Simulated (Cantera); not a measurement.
Feed: 1 mol Si, a varied amount of HBr, 0.12 mol H2, held at 498.15 K and 39.0 mbar.

Cantera equilibrium calculation (NASA polynomials, part measured and part estimated; ideal gas, pure solids and liquids). Candidate condensed phases: Br2, Si; 19 gas species. Rates play no part.

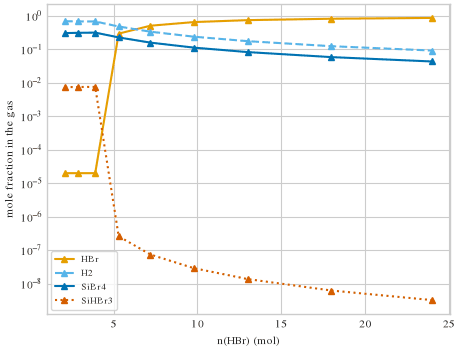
*Equilibrium gas composition (values under 1e-9 drawn at 1e-9)*

From 2.1 mol HBr to 3.9 mol HBr the condensed part is Si(s). From 5.3 mol HBr to 24 mol HBr nothing is condensed. The main Si-bearing gas is SiBr4 throughout.
